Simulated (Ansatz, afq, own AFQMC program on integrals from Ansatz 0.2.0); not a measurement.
# GeNH3 (singlet): AFQMC on the coupled-cluster ladder at distance Ge1–N2 = 1.903 Å, cc-pVDZ, part 2 of 2

Ansatz 0.2.0, Gaussian basis, and an in-house AFQMC program (afq) on its integrals; all values are calculated; cc-pVDZ, frozen cores.

**13. UHF**

The input, in.yaml:

```yaml
crystal:
  periodic: [false, false, false]
  atoms:
    - {symbol: Ge, position_ang: [0.000000, 0.016337, 0.303559]}
    - {symbol: N, position_ang: [0.000000, -0.142324, -1.592815]}
    - {symbol: H, position_ang: [0.000000, 1.295421, 1.165849]}
    - {symbol: H, position_ang: [0.000000, -1.271729, 1.127305]}
    - {symbol: H, position_ang: [0.000000, 0.776722, -2.035645]}
basis:
  gaussian: {orbitals: cc-pVDZ}
magnetization: {spin_polarized: true, initial_magnetization: 0}
hamiltonian: {xc: hf}
output: {orbitals: {seedname: orbitals}}
```

Started as:

```bash
> ansatz run in.yaml --threads 1 --pin off --events-out ev --progress --plain --max-ram 1382MiB
```

The program printed:

```text
Functional definition: HF
  name "HF"
  cite "Fock, Z. Phys. 61, 126 (1930) doi:10.1007/BF01340294"
  parent pbe
  exchange = exact_x
  correlation = 0
593 factors; integrals over basis functions are off by at most 1.2e-3 eV
mean field evaluation 1: about -57994.5502 eV, gradient 2.9e1 eV
mean field evaluation 2: about -57994.5515 eV, gradient 2.9e1 eV
mean field evaluation 4: about -57999.0442 eV, gradient 2.2e0 eV
mean field evaluation 8: about -57999.1023 eV, gradient 4.3e-3 eV
mean field evaluation 16: about -57999.8037 eV, gradient 7.1e-2 eV
mean field evaluation 32: about -57999.8038 eV, gradient 1.5e-5 eV
mean field evaluation 64: about -57995.7012 eV, gradient 2.0e0 eV
mean field -57999.80375316 eV, -2131.4534742497 hartree, gradient 1.5e-5 eV, S^2 0.771575; 3 other end points of the search recorded, 0 dependent functions left out
reference -57999.80375316 eV, -2131.4534742497 hartree; 21, 21 occupied and 35, 35 virtual orbitals, 593 factors
Total energy: -57999.80375316 eV, -2131.4534742497 hartree
```

Run time: 2 s. Hardware: 1 thread of Arm Neoverse V1, shared host.

From the report: ⟨S²⟩ of the determinant 0.772 (pure singlet: 0.00). The determinant is far from a pure spin state, so its energy mixes those of several spin states (harmless only where they are near-degenerate, as at dissociation).

**14. CCSD(T) on UHF**

in.yaml, as its differences from that of step 13:

```diff
@@ -11,3 +11,2 @@
 magnetization: {spin_polarized: true, initial_magnetization: 0}
-hamiltonian: {xc: hf}
-output: {orbitals: {seedname: orbitals}}
+correlation: {method: ccsd_t, electrons: outside_noble_gas, hamiltonian_folder: ham}
```

The command is unchanged.

The program printed, shortened:

```text
Functional definition: HF
  name "HF"
  cite "Fock, Z. Phys. 61, 126 (1930) doi:10.1007/BF01340294"
  parent pbe
[...]
593 factors; integrals over basis functions are off by at most 1.2e-3 eV
[...]
mean field -57999.80375316 eV, -2131.4534742497 hartree, gradient 1.7e-6 eV, S^2 0.771575; 8 other end points of the search recorded, 0 dependent functions left out
determinant -57999.80375316 eV, -2131.4534742497 hartree, with singles and doubles -58007.47243105 eV, -2131.7352929640 hartree
determinant -57997.38683063 eV, -2131.3646539849 hartree, with singles and doubles -58004.36054266 eV, -2131.6209331751 hartree
determinant -57999.10225780 eV, -2131.4276947706 hartree, with singles and doubles -58007.57135759 eV, -2131.7389284473 hartree
15 core orbitals not correlated: weight in the atoms' cores, before any rotation towards them, 0.998 or more for the frozen orbitals, at most 0.002 for the correlated occupied ones
reference -57999.80375316 eV, -2131.4534742497 hartree; 6, 6 occupied and 35, 35 virtual orbitals, 593 factors
second order -6.32947432 eV of doubles, -0.00000000 eV of singles
cycle   1  -7.67231032 eV  change   -3.6e-3 eV  update   9.4e-3
[...]
cycle  11  -7.73822596 eV  change   -7.7e-6 eV  update   6.4e-6
perturbative correction -0.33404516 eV, -0.0122759331 hartree
Total energy: -58007.87602427 eV, -2131.7501247415 hartree
```

Wall time 7 s (1 thread of Arm Neoverse V1, shared host).

From the report: ⟨S²⟩ of the determinant 0.772 (pure singlet: 0.00); correlation -8.0723 eV; T1 0.092; largest double amplitude 0.22. The determinant is far from a pure spin state, so its energy mixes those of several spin states (harmless only where they are near-degenerate, as at dissociation).

This run also writes the integrals to the folder ham.

**15. CCSDT(Q) on UHF**

in.yaml, as its differences from that of step 14:

```diff
@@ -11,2 +11,2 @@
 magnetization: {spin_polarized: true, initial_magnetization: 0}
-correlation: {method: ccsd_t, electrons: outside_noble_gas, hamiltonian_folder: ham}
+correlation: {method: ccsdt_q, electrons: outside_noble_gas}
```

The command is unchanged.

The program printed, shortened:

```text
Functional definition: HF
  name "HF"
  cite "Fock, Z. Phys. 61, 126 (1930) doi:10.1007/BF01340294"
  parent pbe
[...]
1100 factors; integrals over basis functions are off by at most 2.1e-7 eV
[...]
mean field -57999.80392200 eV, -2131.4534804544 hartree, gradient 2.1e-6 eV, S^2 0.771576; 8 other end points of the search recorded, 0 dependent functions left out
determinant -57999.80392200 eV, -2131.4534804544 hartree, with singles and doubles -58007.47258756 eV, -2131.7352987157 hartree
determinant -57997.38701151 eV, -2131.3646606321 hartree, with singles and doubles -58004.36071806 eV, -2131.6209396209 hartree
determinant -57999.10242430 eV, -2131.4277008896 hartree, with singles and doubles -58007.57152020 eV, -2131.7389344231 hartree
15 core orbitals not correlated: weight in the atoms' cores, before any rotation towards them, 0.998 or more for the frozen orbitals, at most 0.002 for the correlated occupied ones
reference -57999.80392200 eV, -2131.4534804544 hartree; 6, 6 occupied and 35, 35 virtual orbitals, 1100 factors
second order -6.32950008 eV of doubles, -0.00000000 eV of singles
cycle   1  -6.89660559 eV  change   -5.7e-1 eV  update   1.1e-1
[...]
cycle  22  -8.18954755 eV  change   -2.5e-7 eV  update   7.0e-7
perturbative correction -0.06957317 eV, -0.0025567670 hartree
Total energy: -58008.06304272 eV, -2131.7569975425 hartree
```

It took 46 s on 1 thread of Arm Neoverse V1, shared host; peak memory 0.52 GiB.

From the report: ⟨S²⟩ of the determinant 0.772 (pure singlet: 0.00); correlation -8.2591 eV; T1 0.112; largest double amplitude 0.32. The determinant is far from a pure spin state, so its energy mixes those of several spin states (harmless only where they are near-degenerate, as at dissociation).

**16. Phaseless AFQMC, CISD trial on UHF**

It reads the integrals that the CCSD(T) run on this determinant wrote.

Started as:

```bash
> afq ham --method phaseless --trial cisd --walkers 60 --populations 1 --least-time 40 --time-step 0.005 --steps-per-block 50 --equilibration-blocks 28 --max-blocks 300 --target-error 0.00042 --factor-cut 1e-05 --start spin_pure --seed 5129 --release-times 0.24,0.51,0.99,1.62,2.4 --release-step 0.03 --release-every 4 --taylor-order 6
```

The program printed:

```text
orbitals 41  electrons 6 6  factors 332 of 593
reference energy -2131.45347425 Eh
CCSD correlation -0.28437398 Eh in 15 cycles, weight of the determinant in the CISD state 0.6783
energy of the start -2131.672260 Eh
 block  time / (1/Eh)  mean weight  energy / Eh
     1     0.250  1.0009  -2131.705948
     2     0.500  1.0010  -2131.729935
     3     0.750  1.0028  -2131.742225
     4     1.000  0.9995  -2131.738266
     5     1.250  1.0000  -2131.739914
     6     1.500  0.9981  -2131.745796
     7     1.750  1.0003  -2131.762516
     8     2.000  1.0037  -2131.764409
     9     2.250  1.0007  -2131.768369
    10     2.500  1.0005  -2131.756717
    17     4.250  1.0037  -2131.760537
    25     6.250  0.9981  -2131.751411
    33     8.250  1.0017  -2131.762023
    41    10.250  0.9995  -2131.763295
    49    12.250  1.0003  -2131.761880
    57    14.250  1.0001  -2131.755063
    65    16.250  0.9999  -2131.756908
    73    18.250  1.0028  -2131.767864
    81    20.250  0.9999  -2131.754722
    89    22.250  1.0007  -2131.751356
    97    24.250  1.0016  -2131.777705
   105    26.250  0.9993  -2131.751582
   113    28.250  0.9997  -2131.762510
   121    30.250  0.9994  -2131.756849
   129    32.250  1.0003  -2131.771320
   137    34.250  1.0007  -2131.764401
   145    36.250  0.9984  -2131.748026
   153    38.250  0.9995  -2131.754876
   161    40.250  0.9997  -2131.766015
   169    42.250  1.0008  -2131.741443
   177    44.250  1.0006  -2131.756106
   185    46.250  1.0012  -2131.749892
   193    48.250  1.0015  -2131.758357
   201    50.250  1.0009  -2131.733080
   209    52.250  1.0005  -2131.739007
   217    54.250  1.0005  -2131.775407
   225    56.250  1.0005  -2131.749593
   233    58.250  1.0028  -2131.756305
   241    60.250  1.0003  -2131.752777
   249    62.250  1.0000  -2131.742048
   257    64.250  0.9972  -2131.763661
   265    66.250  1.0011  -2131.766738
   273    68.250  0.9990  -2131.748114
   281    70.250  1.0000  -2131.752491
   289    72.250  0.9968  -2131.749545
   297    74.250  0.9969  -2131.751107
   305    76.250  1.0024  -2131.772210
   313    78.250  1.0017  -2131.760136
   321    80.250  1.0030  -2131.755627
blocks merged  error / Eh  count
     1  0.000632  300
     2  0.000793  150
     4  0.000958  75
     8  0.001072  37
    16  0.001055  18
    32  0.001269  9
released: time / (1/Eh)  energy / Eh  error  mean overlap
  0.24  -2131.755104  0.001102  1.0043
  0.51  -2131.755516  0.000977  1.0084
  0.99  -2131.756824  0.001154  0.9890
  1.62  -2131.755914  0.001354  0.9793
  2.40  -2131.754237  0.001852  0.9885
energy -2131.755941 +/- 0.001072 Eh
```

Wall time 10 min (1 thread of Arm Neoverse V1, shared host).

Energy -58008.0343 ± 0.0292 eV. Caveats: constraint bias not in the error; error above the target.

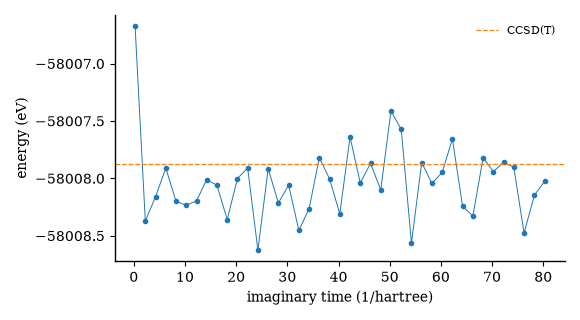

Block energies along the walk.

**17. Phaseless AFQMC, single-determinant trial on UHF**

It reads the integrals that the CCSD(T) run on this determinant wrote.

Started as:

```bash
> afq ham --method phaseless --trial hf --walkers 120 --populations 1 --least-time 40 --time-step 0.005 --steps-per-block 20 --equilibration-blocks 112 --max-blocks 600 --target-error 0.00126 --factor-cut 1e-05 --start spin_pure --seed 3626 --taylor-order 6
```

The program printed:

```text
orbitals 41  electrons 6 6  factors 332 of 593
reference energy -2131.45347425 Eh
CCSD correlation -0.28437398 Eh in 15 cycles, weight of the determinant in the CISD state 0.6783
energy of the start -2131.467167 Eh
 block  time / (1/Eh)  mean weight  energy / Eh
     1     0.100  1.0018  -2131.525963
     2     0.200  1.0013  -2131.578946
     3     0.300  1.0000  -2131.599840
     4     0.400  1.0011  -2131.637158
     5     0.500  1.0019  -2131.662561
     6     0.600  0.9998  -2131.679824
     7     0.700  1.0009  -2131.682670
     8     0.800  1.0000  -2131.694354
     9     0.900  0.9978  -2131.691651
    10     1.000  1.0004  -2131.688515
    18     1.800  0.9997  -2131.720502
    35     3.500  0.9986  -2131.723644
    52     5.200  0.9991  -2131.756505
    69     6.900  1.0003  -2131.718613
    86     8.600  0.9983  -2131.746780
   103    10.300  1.0003  -2131.739645
   120    12.000  0.9972  -2131.769345
   137    13.700  1.0012  -2131.732870
   154    15.400  0.9996  -2131.796105
   171    17.100  1.0016  -2131.788506
   188    18.800  1.0011  -2131.757044
   205    20.500  1.0006  -2131.767850
   222    22.200  0.9996  -2131.730989
   239    23.900  0.9983  -2131.724839
   256    25.600  1.0013  -2131.791893
   273    27.300  0.9977  -2131.764313
   290    29.000  1.0003  -2131.751436
   307    30.700  1.0004  -2131.738869
   324    32.400  1.0015  -2131.737796
   341    34.100  0.9989  -2131.748189
   358    35.800  1.0003  -2131.760901
   375    37.500  1.0006  -2131.830662
   392    39.200  0.9999  -2131.749847
   409    40.900  0.9993  -2131.727121
   426    42.600  0.9994  -2131.784742
   443    44.300  0.9984  -2131.746426
   460    46.000  1.0009  -2131.770297
   477    47.700  1.0030  -2131.779949
   494    49.400  0.9994  -2131.772554
   511    51.100  0.9997  -2131.798748
   528    52.800  0.9987  -2131.747104
   545    54.500  0.9988  -2131.752332
   562    56.200  1.0005  -2131.701647
   579    57.900  0.9992  -2131.755909
   596    59.600  1.0003  -2131.745162
   613    61.300  0.9998  -2131.760776
   630    63.000  0.9991  -2131.805961
   647    64.700  1.0002  -2131.749258
   664    66.400  1.0002  -2131.723504
   681    68.100  0.9995  -2131.734976
   698    69.800  0.9988  -2131.763001
blocks merged  error / Eh  count
     1  0.001079  600
     2  0.001452  300
     4  0.001906  150
     8  0.002450  75
    16  0.003022  37
    32  0.003243  18
    64  0.003681  9
energy -2131.758670 +/- 0.003243 Eh
```

Run time: 5.7 min. Hardware: 1 thread of Arm Neoverse V1, shared host.

Energy -58008.1086 ± 0.0883 eV. Caveats: constraint bias not in the error; error above the target.

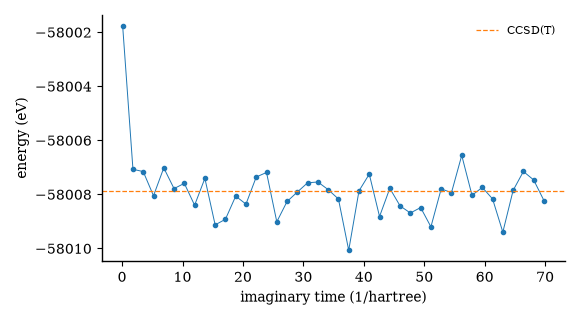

Block energies along the walk.

**18. Free-projection AFQMC, CISD trial on UHF**

It reads the integrals that the CCSD(T) run on this determinant wrote.

Started as:

```bash
> afq ham --method free --trial cisd --walkers 60 --time-step 0.03 --max-blocks 80 --target-error 0.00042 --factor-cut 1e-05 --seed 3053 --times 0,0.21,0.42,0.81,1.2,1.8,2.4,3 --taylor-order 8
```

The program printed:

```text
orbitals 41  electrons 6 6  factors 332 of 593
reference energy -2131.45347425 Eh
CCSD correlation -0.28437398 Eh in 15 cycles, weight of the determinant in the CISD state 0.6783
repeat  energy at the last time / Eh  error
    10  -2131.759061  0.002628
    20  -2131.756879  0.003772
    30  -2131.757454  0.003088
    40  -2131.755722  0.002339
    50  -2131.755611  0.002171
    60  -2131.755450  0.001895
    70  -2131.754994  0.001778
    80  -2131.754832  0.001676
time / (1/Eh)  energy / Eh  error  mean overlap
  0.00  -2131.737392  0.000461  1.4718
  0.21  -2131.743502  0.000610  1.4770
  0.42  -2131.746986  0.000691  1.4695
  0.81  -2131.750055  0.000902  1.4734
  1.20  -2131.750444  0.000856  1.4841
  1.80  -2131.754068  0.001064  1.4769
  2.40  -2131.753712  0.001464  1.4911
  3.00  -2131.754832  0.001676  1.5047
energy -2131.754832 +/- 0.001676 Eh
```

Run time: 5.9 min. Hardware: 1 thread of Arm Neoverse V1, shared host.

Energy -58008.0041 ± 0.0456 eV. The run doesn't count as converged. Caveats: remainder of the start not in the error; start is not spin pure; error above the target.

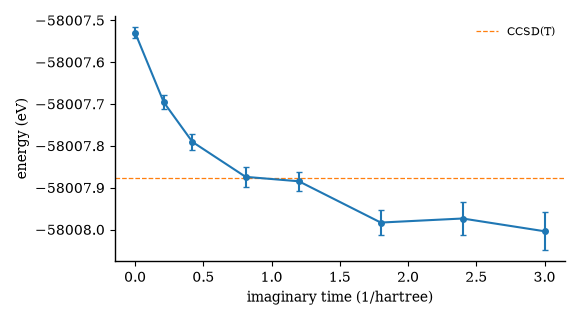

Energy against projection time, with error bars.

**19. Phaseless AFQMC, CID trial on UHF (settings varied)**

It reads the integrals that the CCSD(T) run on this determinant wrote.

Started as:

```bash
> afq ham --method phaseless --trial cid --walkers 10 --populations 1 --least-time 40 --time-step 0.01 --steps-per-block 25 --equilibration-blocks 12 --max-blocks 160 --target-error 0.00084 --factor-cut 1e-05 --start spin_pure --seed 7274 --taylor-order 6
```

The program printed:

```text
orbitals 41  electrons 6 6  factors 332 of 593
reference energy -2131.45347425 Eh
CCSD correlation -0.28437398 Eh in 15 cycles, weight of the determinant in the CISD state 0.6783
energy of the start -2131.792556 Eh
 block  time / (1/Eh)  mean weight  energy / Eh
     1     0.250  1.0003  -2131.777250
     2     0.500  0.9955  -2131.774033
     3     0.750  0.9987  -2131.776576
     4     1.000  0.9997  -2131.768146
     5     1.250  0.9975  -2131.764887
     6     1.500  1.0083  -2131.751635
     7     1.750  1.0016  -2131.769372
     8     2.000  1.0015  -2131.760265
     9     2.250  1.0052  -2131.760851
    10     2.500  0.9953  -2131.755646
    13     3.250  0.9960  -2131.764321
    17     4.250  0.9936  -2131.773254
    21     5.250  0.9956  -2131.776893
    25     6.250  1.0005  -2131.747806
    29     7.250  0.9982  -2131.728756
    33     8.250  1.0044  -2131.774850
    37     9.250  0.9972  -2131.753416
    41    10.250  1.0015  -2131.760330
    45    11.250  0.9978  -2131.753761
    49    12.250  0.9926  -2131.781889
    53    13.250  1.0043  -2131.782920
    57    14.250  0.9989  -2131.738730
    61    15.250  1.0024  -2131.805296
    65    16.250  0.9897  -2131.752995
    69    17.250  0.9902  -2131.777178
    73    18.250  1.0085  -2131.766652
    77    19.250  1.0087  -2131.781335
    81    20.250  0.9860  -2131.783983
    85    21.250  1.0035  -2131.787085
    89    22.250  0.9935  -2131.785511
    93    23.250  1.0017  -2131.746811
    97    24.250  1.0019  -2131.766105
   101    25.250  0.9939  -2131.773239
   105    26.250  1.0018  -2131.732917
   109    27.250  1.0019  -2131.684013
   113    28.250  1.0043  -2131.752483
   117    29.250  0.9979  -2131.745728
   121    30.250  0.9925  -2131.812248
   125    31.250  0.9915  -2131.770930
   129    32.250  1.0084  -2131.775120
   133    33.250  0.9987  -2131.785052
   137    34.250  1.0126  -2131.762731
   141    35.250  1.0142  -2131.738143
   145    36.250  1.0058  -2131.777214
   149    37.250  0.9981  -2131.769901
   153    38.250  0.9965  -2131.745135
   157    39.250  1.0044  -2131.742125
   161    40.250  1.0054  -2131.753169
   165    41.250  0.9998  -2131.695555
   169    42.250  1.0057  -2131.771519
blocks merged  error / Eh  count
     1  0.001860  160
     2  0.002271  80
     4  0.002653  40
     8  0.002830  20
    16  0.003380  10
energy -2131.761063 +/- 0.002830 Eh
```

Wall time 25 s (1 thread of Arm Neoverse V1, shared host).

Energy -58008.1737 ± 0.0770 eV. The run doesn't count as converged. Caveats: constraint bias not in the error; error above the target.

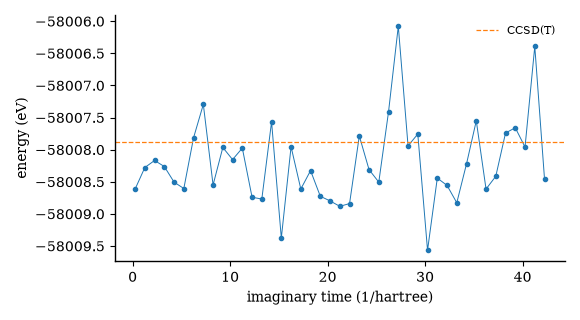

Block energies along the walk.

**20. All levels side by side**

On the RHF determinant, counted from CCSDT(Q) (a yardstick, not exact):

```csv
level,energy (eV),from CCSDT(Q) (kcal/mol),statistical error (kcal/mol),time
HF,-57999.1023,+206.60,,
MP2,-58007.0625,+23.03,,
CCSD,-58007.5705,+11.32,,
CCSD(T),-58007.9878,+1.69,,
CCSDT(Q),-58008.0613,0.00,,
"Phaseless AFQMC, CISD trial, step 0.005, 60 walkers",-58007.9888,+1.67,0.75,4.6 min
"Phaseless AFQMC, CID trial, step 0.01, 10 walkers",-58008.0312,+0.69,1.39,12 s
```

On the UHF determinant, counted from CCSDT(Q) (a yardstick, not exact):

```csv
level,energy (eV),from CCSDT(Q) (kcal/mol),statistical error (kcal/mol),time
HF,-57999.8038,+190.46,,
MP2,-58006.1332,+44.50,,
CCSD,-58007.5420,+12.02,,
CCSD(T),-58007.8760,+4.31,,
CCSDT(Q),-58008.0630,0.00,,
"Phaseless AFQMC, CISD trial, step 0.005, 60 walkers",-58008.0343,+0.66,0.67,10 min
"Phaseless AFQMC, single-determinant trial, step 0.005, 120 walkers",-58008.1086,-1.05,2.04,5.7 min
```

The functionals' totals stand on their own zeros and serve differences with other points: PBE -58043.739 eV; r2SCAN -58052.862 eV; PBE0 -58044.998 eV; B3LYP -58055.347 eV; wB97M-V -58049.909 eV; B2PLYP -58040.931 eV.

**21. Outcome**

This closing draws on all 2 parts.

| quantity | value |
| --- | --- |
| CCSD(T) on RHF from CCSDT(Q) | +1.69 kcal/mol |
| Phaseless AFQMC, CISD trial on RHF from CCSDT(Q) | +1.67 ± 0.75 kcal/mol |
| CCSD(T) on UHF from CCSDT(Q) | +4.31 kcal/mol |
| Phaseless AFQMC, CISD trial on UHF from CCSDT(Q) | +0.66 ± 0.67 kcal/mol |
| Phaseless AFQMC, single-determinant trial on UHF from CCSDT(Q) | -1.05 ± 2.04 kcal/mol |

What this shows: On RHF the phaseless walk with the CISD trial lies +1.67 kcal/mol from CCSDT(Q), within three error bars. On UHF the phaseless walk with the CISD trial lies +0.66 kcal/mol from CCSDT(Q), within three error bars. Error bars are statistical and leave out the constraint, the time step and what remains of the start.
